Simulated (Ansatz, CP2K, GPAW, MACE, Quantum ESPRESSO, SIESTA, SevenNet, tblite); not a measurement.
# Quantum ESPRESSO on twisted graphene double bilayer, 27.80° (104 atoms): settings compared

How far do other settings of Quantum ESPRESSO move the forces in twisted graphene double bilayer, 27.80° (104 atoms)? One run of the same program serves as the yardstick.

Method: the method is named at each step, in Quantum ESPRESSO 7.5.

### Step 1. The structure

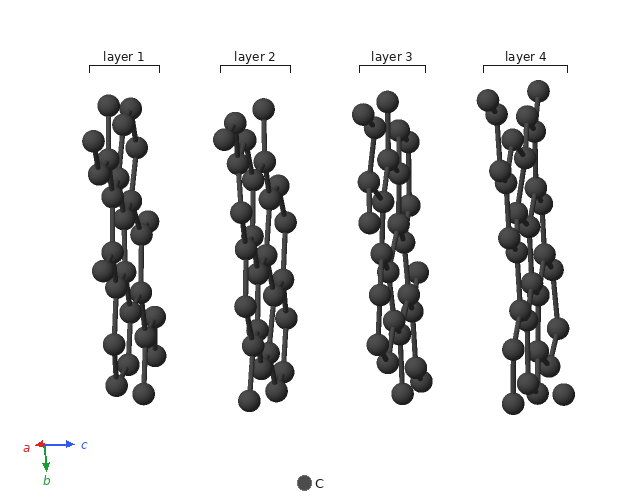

Start, viewed from the side, with the c axis across the page; carbon dark grey. Bonds to atoms that aren't drawn are left out. Some periodic images of atoms are drawn too.

The cell holds 104 atoms: 104 C. Its edges and angles: a = 8.870 Å, b = 8.870 Å, c = 24.180 Å, α = 90.0°, β = 90.0°, γ = 120.0°. It derives from C (graphene). Graphene (a = 2.46 Å) under graphene (a = 2.46 Å), double bilayer, commensurate cell of 13 unit cells a layer, twist 27.80 deg; facing planes 3.33, 3.52, 3.33 Å apart as built; 14 Å of vacuum; minimised with a classical potential. Then every atom was moved at random, 0.05 Å r.m.s. a Cartesian component. Regions: layer 1, 26 atoms (26 C); layer 2, 26 atoms (26 C); layer 3, 26 atoms (26 C); layer 4, 26 atoms (26 C). Vacuum lies along c.

The yardstick, on the same geometry:

| Property | Result |
| --- | --- |
| method | Kohn-Sham DFT, PBE, SSSP efficiency 1.3.0 pseudopotentials, plane waves (Quantum ESPRESSO 7.5); sssp-pbe-1.3.0-efficiency, cutoffs 45/360 Ry, Γ point |
| r.m.s. force component | 2.969 eV/Å |
| longest force | 12.73 eV/Å |
| time | 3.6 min on 4 MPI ranks of Arm Neoverse V2, shared host |
| CPU time | 14 min |

### Step 2. PBE, gbrv-1.5, 40/200 Ry

Method: Kohn-Sham DFT, PBE, GBRV 1.5 ultrasoft pseudopotentials, plane waves.

Input file pw.in:

```
&control
  calculation = 'scf'
  pseudo_dir = './pseudo'
  outdir = './tmp'
  disk_io = 'none'
  tprnfor = .true.
/
&system
  ibrav = 0
  nat = 104
  ntyp = 1
  ecutwfc = 40
  ecutrho = 200
  nosym = .true.
  occupations = 'smearing'
  smearing = 'fd'
  degauss = 0.003675
/
&electrons
  conv_thr = 5.2e-07
  electron_maxstep = 100
  mixing_beta = 0.2
  mixing_mode = 'local-TF'
  diagonalization = 'david'
/
ATOMIC_SPECIES
C 12.011 C.upf
CELL_PARAMETERS angstrom
8.86970 0.00000 0.00000
-4.43485 7.68139 0.00000
0.00000 0.00000 24.18000
ATOMIC_POSITIONS crystal
C 0.12467 0.18718 0.29057
C 0.17930 0.05690 0.29065
C 0.19462 0.47171 0.29176
C 0.25817 0.35933 0.28701
C 0.28966 0.80749 0.29229
C 0.32597 0.65879 0.29311
C 0.36150 0.10445 0.29141
C 0.42372 0.98998 0.29242
C 0.44143 0.41324 0.28808
C 0.47384 0.27795 0.28733
C 0.51650 0.71831 0.29081
C 0.55923 0.58396 0.29090
C 0.59540 0.03441 0.29013
C 0.63318 0.88722 0.29019
C 0.67076 0.33341 0.29037
C 0.71423 0.20823 0.29155
C 0.73257 0.63026 0.28973
C 0.79494 0.51215 0.29217
C 0.82039 0.95071 0.28617
C 0.85722 0.81374 0.28909
C 0.88678 0.25185 0.28985
C 0.95392 0.14063 0.29038
C 0.97772 0.56808 0.29059
C 0.02931 0.43353 0.29085
C 0.04853 0.87588 0.28763
C 0.11201 0.74573 0.29401
C 0.25916 0.35085 0.43217
C 0.30431 0.22654 0.43247
C 0.33011 0.66691 0.43204
C 0.37763 0.53294 0.42972
C 0.42303 0.97872 0.43116
C 0.45949 0.85285 0.42816
C 0.48544 0.28151 0.42847
C 0.54241 0.14786 0.42680
C 0.56012 0.58840 0.42933
C 0.61541 0.46265 0.42980
C 0.63554 0.89904 0.42872
C 0.68929 0.76994 0.43087
C 0.72389 0.22014 0.42681
C 0.76896 0.08454 0.42992
C 0.79466 0.49959 0.43155
C 0.85476 0.37715 0.43310
C 0.87016 0.81604 0.43467
C 0.92205 0.68512 0.43284
C 0.95537 0.13381 0.42700
C 0.99468 0.99374 0.43252
C 0.02422 0.43464 0.43391
C 0.07421 0.31238 0.43220
C 0.09375 0.74899 0.43021
C 0.15541 0.61975 0.43325
C 0.18213 0.05739 0.42924
C 0.23557 0.92208 0.42970
C 0.74694 0.09914 0.57401
C 0.78770 0.27678 0.56513
C 0.66210 0.34603 0.57143
C 0.71613 0.51557 0.56846
[... 44 atom lines left out ...]
C 0.78757 0.27827 0.70795
C 0.84171 0.45871 0.70953
C 0.71603 0.50859 0.70943
C 0.77677 0.69961 0.71134
K_POINTS gamma
```

Command:

```console
$ OMP_NUM_THREADS=1 mpirun -np 4 pw.x -in pw.in > output.txt
```

The program printed:

```text
Program PWSCF
     gamma-point specific algorithms are used
     one sub-group per band group will be used
     scalapack distributed-memory algorithm (size of sub-group:  2*  2 procs)
     Parallelization info
     sticks:   dense  smooth     PW     G-vecs:    dense   smooth      PW
     Min         966     774    192               132810    94993   11844
     Max         967     778    193               132823    95008   11859
     Sum        3865    3103    769               531265   380001   47395
     bravais-lattice index     =            0
     lattice parameter (alat)  =      16.7613  a.u.
     unit-cell volume          =   11117.3594 (a.u.)^3
     number of atoms/cell      =          104
     number of atomic types    =            1
     number of electrons       =       416.00
     number of Kohn-Sham states=          250
     kinetic-energy cutoff     =      40.0000  Ry
     charge density cutoff     =     200.0000  Ry
     scf convergence threshold =      5.2E-07
     mixing beta               =       0.2000
     number of iterations used =            8  local-TF  mixing
     Exchange-correlation= SLA  PW   PBE  PBE
                           (   1   4   3   4   0   0   0)
     crystal axes: (cart. coord. in units of alat)
               a(1) = (   1.000000   0.000000   0.000000 )
               a(2) = (  -0.500000   0.866026   0.000000 )
               a(3) = (   0.000000   0.000000   2.726135 )
     reciprocal axes: (cart. coord. in units 2 pi/alat)
               b(1) = (  1.000000  0.577350 -0.000000 )
               b(2) = (  0.000000  1.154700  0.000000 )
               b(3) = (  0.000000 -0.000000  0.366820 )
     PseudoPot. # 1 for C :
     Pseudo is Ultrasoft + core correction, Zval =  4.0
     atomic species   valence    mass     pseudopotential
     C                 4.00    12.01100     C ( 1.00)
     No symmetry found
   Cartesian axes
     number of k points=     1  Fermi-Dirac smearing, width (Ry)=  0.0037
                       cart. coord. in units 2pi/alat
        k(    1) = (   0.0000000   0.0000000   0.0000000), wk =   2.0000000
     Dense  grid:   265633 G-vectors     FFT dimensions: (  75,  75, 216)
     Smooth grid:   190001 G-vectors     FFT dimensions: (  72,  72, 192)
     Initial potential from superposition of free atoms
     starting charge     415.9958, renormalised to     416.0000
     negative rho (up, down):  4.256E-03 0.000E+00
     Starting wfcs are  416 randomized atomic wfcs
     Self-consistent Calculation
     iteration #  1     ecut=    40.00 Ry     beta= 0.20
     negative rho (up, down):  2.743E-04 0.000E+00
     total energy              =   -1196.88258570 Ry
     estimated scf accuracy    <      10.32730224 Ry
     iteration #  2     ecut=    40.00 Ry     beta= 0.20
     negative rho (up, down):  6.492E-08 0.000E+00
     total energy              =   -1191.95342791 Ry
     estimated scf accuracy    <       8.05153878 Ry
     iteration #  3     ecut=    40.00 Ry     beta= 0.20
     total energy              =   -1193.42318285 Ry
     estimated scf accuracy    <       0.75141774 Ry
     iteration #  4     ecut=    40.00 Ry     beta= 0.20
     total energy              =   -1193.42308569 Ry
     estimated scf accuracy    <       0.32868782 Ry
     iteration #  5     ecut=    40.00 Ry     beta= 0.20
     total energy              =   -1193.44853997 Ry
     estimated scf accuracy    <       0.14410146 Ry
     iteration #  6     ecut=    40.00 Ry     beta= 0.20
     total energy              =   -1193.41671195 Ry
     estimated scf accuracy    <       0.10515451 Ry
[...]
negative rho (up, down):  7.346E-02 0.000E+00
[...]
negative rho (up, down):  7.218E-02 0.000E+00
[...]
negative rho (up, down):  4.947E-02 0.000E+00
[...]
total energy              =   -1193.41342361 Ry
[...]
iteration # 29     ecut=    40.00 Ry     beta= 0.20
[...]
total energy              =   -1193.41342352 Ry
     estimated scf accuracy    <       0.00000056 Ry
     iteration # 30     ecut=    40.00 Ry     beta= 0.20
     negative rho (up, down):  1.617E-03 0.000E+00
     total energy              =   -1193.41342338 Ry
     estimated scf accuracy    <       0.00000054 Ry
     iteration # 31     ecut=    40.00 Ry     beta= 0.20
     negative rho (up, down):  1.598E-03 0.000E+00
     End of self-consistent calculation
          k = 0.0000 0.0000 0.0000 ( 23698 PWs)   bands (ev):
   -17.7068 -17.6337 -17.5475 -17.4796 -16.2291 -16.2217 -16.1633 -16.1131
   -16.0910 -16.0471 -15.9941 -15.9334 -15.8787 -15.8722 -15.8252 -15.7769
   -15.7638 -15.6573 -15.6217 -15.5616 -15.5573 -15.5040 -15.4859 -15.4787
   -15.4408 -15.3407 -15.3220 -15.2778 -12.8909 -12.8664 -12.7255 -12.6895
   -12.6606 -12.5993 -12.5765 -12.5301 -12.4995 -12.4624 -12.4219 -12.3851
   -12.3394 -12.2913 -12.2574 -12.2345 -12.2139 -12.1935 -12.1701 -12.1242
[...]
3.9831   4.0573   4.0978   4.2187   4.2411   4.3419   4.4150   4.5396
     5.4481   5.6311   6.4330   7.1919   7.6271   7.6516   7.7596   7.8188
     7.8416   7.8450   7.8807   7.9573   7.9634   7.9852   8.0195   8.0283
     8.0450   8.0564
     the Fermi energy is     1.8656 ev
!    total energy              =   -1193.41342312 Ry
     estimated scf accuracy    <       0.00000042 Ry
     smearing contrib. (-TS)   =      -0.00000000 Ry
     internal energy E=F+TS    =   -1193.41342312 Ry
     The total energy is F=E-TS. E is the sum of the following terms:
     one-electron contribution =  -14485.00944262 Ry
     hartree contribution      =    7373.59345672 Ry
     xc contribution           =    -378.92625975 Ry
     ewald contribution        =    6296.92882253 Ry
     convergence has been achieved in  31 iterations
     negative rho (up, down):  1.598E-03 0.000E+00
     Forces acting on atoms (cartesian axes, Ry/au):
     atom    1 type  1   force =     0.16082376   -0.04109867   -0.02521862
     atom    2 type  1   force =    -0.02840167   -0.07513135   -0.01241188
     atom    3 type  1   force =     0.10848876    0.22671307   -0.01483989
     atom    4 type  1   force =     0.01563409   -0.00983552    0.03766090
     atom    5 type  1   force =     0.09274697   -0.12600773    0.02164742
     atom    6 type  1   force =     0.03800138    0.10980984   -0.01736593
[...]
atom  102 type  1   force =     0.04186022    0.00212335   -0.01050358
     atom  103 type  1   force =    -0.00119081    0.13326251   -0.01384780
     atom  104 type  1   force =    -0.13874294   -0.17542058   -0.01894261
     Total force =     2.048134     Total SCF correction =     0.001565
     Message from routine punch:
     Nothing written, as per user request (disk_io='none')
```

Run time: 2.6 min. Hardware: 4 MPI ranks of Arm Neoverse V2, shared host; peak memory 2.1 GiB; 10 min of CPU time.

Banners, paths, timers and routine set-up lines are dropped from the logs unmarked, and long logs keep their key lines alone; longer cuts are marked.

Compared with the plane-wave run:

| Property | Result |
| --- | --- |
| r.m.s. force component | 2.981 eV/Å |
| r.m.s. difference of force components | 18.56 meV/Å |
| longest difference of force vectors | 145.6 meV/Å |
| force difference over r.m.s. force | 0.6253 % |
| slope of forces against the reference's | 1.004 |
| correlation of force components | 1 |

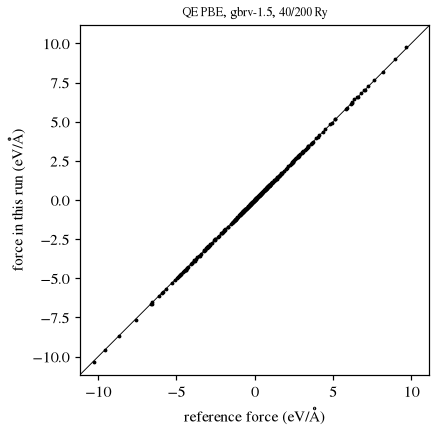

Force components against those of the reference; the line marks equality.

Local excerpt of 10 atoms (numbers count through the whole input) about C34, picked at random; x, y, z are measured from there.

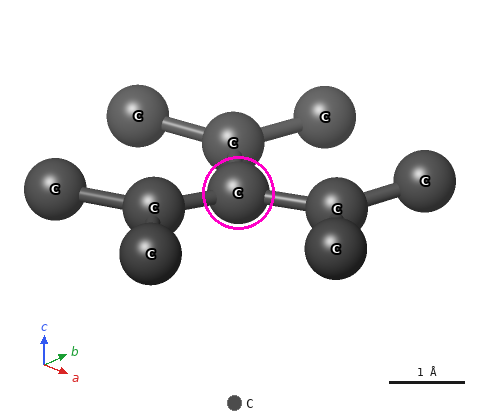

The atoms of the table, within 2.5 Å (arrows a, b, c point along x, y, z); some may hide others; the central atom is ringed.

| atom | x | y | z | distance (Å) | bonds | Fx | Fy | Fz (eV/Å) |
| --- | --- | --- | --- | --- | --- | --- | --- | --- |
| C34 | 0.00 | 0.00 | 0.00 | 0.00 | 3 | -2.50 | 6.57 | 0.38 |
| C31 | -0.31 | -1.30 | 0.11 | 1.34 | 3 | -5.87 | -1.27 | -0.75 |
| C39 | 1.29 | 0.56 | 0.00 | 1.40 | 3 | 1.37 | -8.69 | 0.45 |
| C33 | -1.10 | 1.03 | 0.04 | 1.50 | 3 | 1.39 | -1.28 | 0.32 |
| C32 | 0.57 | -2.27 | 0.03 | 2.34 | 3 | 4.04 | -4.80 | 0.68 |
| C40 | 2.29 | -0.49 | 0.08 | 2.34 | 3 | 1.66 | -1.25 | -1.19 |
| C52 | -1.72 | -1.73 | 0.07 | 2.44 | 3 | -2.56 | 2.73 | 0.12 |
| C42 | 1.75 | 1.76 | 0.15 | 2.49 | 3 | -5.68 | 5.16 | -0.58 |
| C36 | -0.75 | 2.42 | 0.07 | 2.53 | 3 | 1.06 | -1.87 | -0.11 |
| C28 | -2.46 | 0.60 | 0.14 | 2.54 | 3 | 2.61 | 1.65 | -0.84 |

Forces lie 0.63 % from the reference's, at 0.73 times its CPU time.

### Step 3. Results

```json
{
 "force difference from the reference": "QE PBE, gbrv-1.5, 40/200 Ry, 0.63 %",
 "its CPU time": "10 min"
}
```

**Reading.** PBE on plane waves or a grid with other potentials, cutoffs or grids differs from the reference by 0.63 % (QE PBE, gbrv-1.5, 40/200 Ry) of the r.m.s. force; this holds the reference's own error, so differences of a few per cent don't tell which side is nearer the exact PBE result. The reference's PBE has no dispersion term, which matters for the binding between molecules or layers. One k-point is far too coarse for the carbon or group-IV sheet, and it can put spurious forces of up to about 1 eV/Å on the sheet's atoms. The electronic-structure runs sample only Γ, in a cell whose shortest periodic width is 8 Å.

[Also dropped from logs without a mark: logging warnings of Python, and SIESTA's first energy breakdown and zero terms.]

[Logs are printed without paths, hosts, clocks, repeated set-up lines and the standing remarks that a program may print on its own settings, such as how far it seeks lower states.]

[Hosts, paths, dates, database ids (printed as entryN), source tags and the programs' standing remarks are cut or masked in the printed files.]
